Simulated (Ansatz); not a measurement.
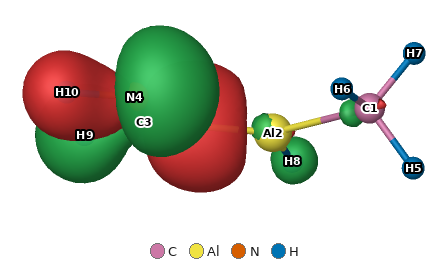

Figure. C₂H₆AlN (SMILES [CH3][AlH][CH]=N). The HOMO at ±0.15 Å⁻³ᐟ² (green and red are the two phases), seen from one side.

Geometry: PBE0-D4/def2-TZVP.

The calculation used RKS PBE0-D4/def2-TZVPP (Ansatz 0.2.0).

The calculation's input:

```
crystal:
  periodic: [false, false, false]
  atoms:
    - {symbol: C, position_ang: [-1.527074, 0.647733, -0.547940]}
    - {symbol: Al, position_ang: [-0.131593, -0.699881, -0.643920]}
    - {symbol: C, position_ang: [1.437488, -0.539867, 0.561175]}
    - {symbol: N, position_ang: [1.411391, 0.461439, 1.354167]}
    - {symbol: H, position_ang: [-1.648930, 1.159983, -1.508242]}
    - {symbol: H, position_ang: [-1.297838, 1.395104, 0.214443]}
    - {symbol: H, position_ang: [-2.497631, 0.198825, -0.312357]}
    - {symbol: H, position_ang: [-0.192017, -1.933184, -1.650752]}
    - {symbol: H, position_ang: [2.289513, -1.241491, 0.579756]}
    - {symbol: H, position_ang: [2.239891, 0.500140, 1.956672]}
basis:
  gaussian: {orbitals: def2-TZVPP}
hamiltonian: {xc: pbe0, dispersion: d4}
output: {orbitals: {seedname: orbitals}}
```

Launched as:

```sh
ansatz run in.yaml --threads 2 --pin off --events-out ev --progress --plain --max-ram 4352MiB
```

Describe this orbital and give its energy.

Answer. Its weight (Hirshfeld) is mainly on N4 (about 40 %), C3 (about 25 %), Al2 (about 10 %), H9 (about 10 %) and H10 (about 5 %). Its energy is −6.83 eV.
